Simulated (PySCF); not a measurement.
```xyz
9

Hf    0.0000    0.0000    0.0000
S     1.3422    1.4820    1.3832
H     1.7792    0.4314    2.1232
S    -1.3422   -1.4820    1.3832
H    -1.7792   -0.4314    2.1232
S     1.4820   -1.3422   -1.3831
H     0.4313   -1.7791   -2.1233
S    -1.4820    1.3422   -1.3831
H    -0.4313    1.7791   -2.1233
```

Core potentials replace the inner electrons of Hf.

All numbers below come from RKS PBE0, Hf def2-SVP with ECP60, S def2-SVP, H def2-SVP; non-relativistic Hamiltonian with scalar-relativistic core potentials where named; density fitting (PySCF).

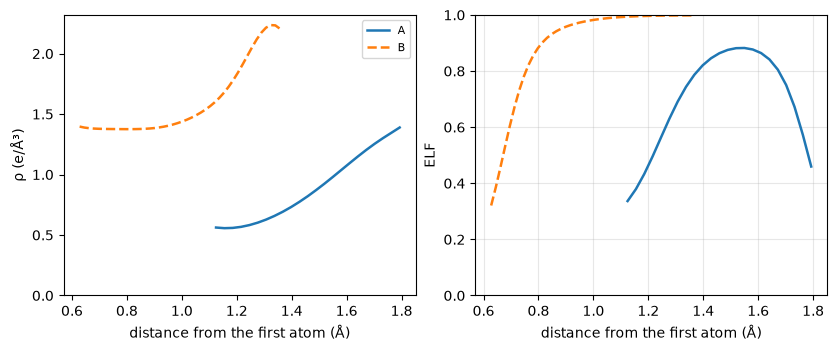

H4HfS4 (Hf(SH)4). Electron density and electron localisation function along straight lines between neighbouring atoms. The curves leave out the atomic cores.

> Which curve belongs to which contact (Hf–S and S–H)? The first atom named is at distance zero.

Curve A: Hf–S (2.43 Å): ρ is about 0.57 e/Å³ halfway; the ELF peaks at about 0.90 in the valence shell of S, 0.9 Å from its nucleus, and is about 0.50 at the midpoint. Curve B: S–H (1.36 Å): ρ at the midpoint is about 1.4 e/Å³; the ELF climbs to about 1 towards the hydrogen, as it does in any bond to H.
